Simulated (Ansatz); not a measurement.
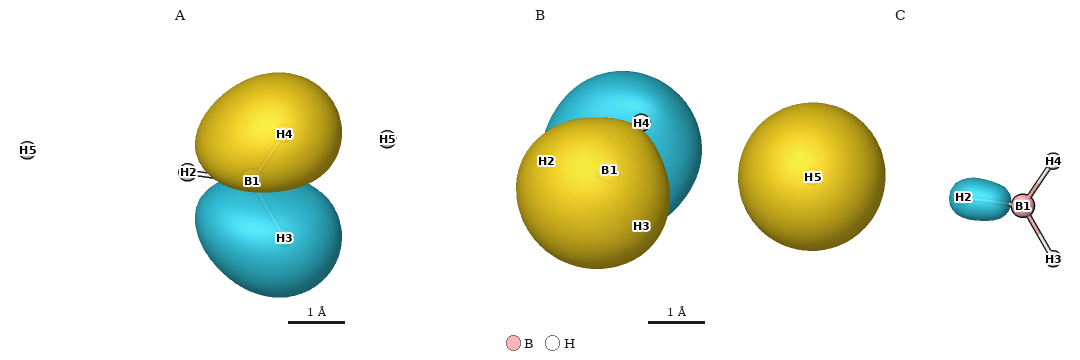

Figure 1: BH3···H (doublet). Three frontier orbitals at ±0.1 Å⁻³ᐟ² (yellow and cyan are the two phases), in no order.

Theory: Ansatz 0.2.0, UKS B3LYP/def2-SVP.

```
atom    x (Å)    y (Å)    z (Å)
   B   0.0000   0.0015  -0.3092
   H   0.0000  -0.0019   0.8953
   H   1.0431   0.0000  -0.9121
   H  -1.0431   0.0000  -0.9121
   H   0.0000   0.0004   3.8881
```

Order the three orbitals by energy and name them. All are α orbitals.

A is the HOMO−1 (α) (−9.62 eV). By Hirshfeld shares it lies mainly on B1 (about 45 %), H3 (about 25 %) and H4 (about 25 %); it is symmetric in the molecular plane (an in-plane orbital: σ, lone-pair or in-plane π type). C is the HOMO (α) (−8.64 eV). Its weight (Hirshfeld) is mainly on H5 (about 95 %); it is symmetric in the molecular plane (an in-plane orbital: σ, lone-pair or in-plane π type). B is the LUMO (α) (−2.13 eV). By Hirshfeld shares it lies mainly on B1 (about 75 %), H3 (about 10 %), H4 (about 10 %) and H2 (about 10 %); it changes sign across the molecular plane (π type).

What is the gap between the highest occupied and lowest empty α orbitals?

6.51 eV between the orbital energies.
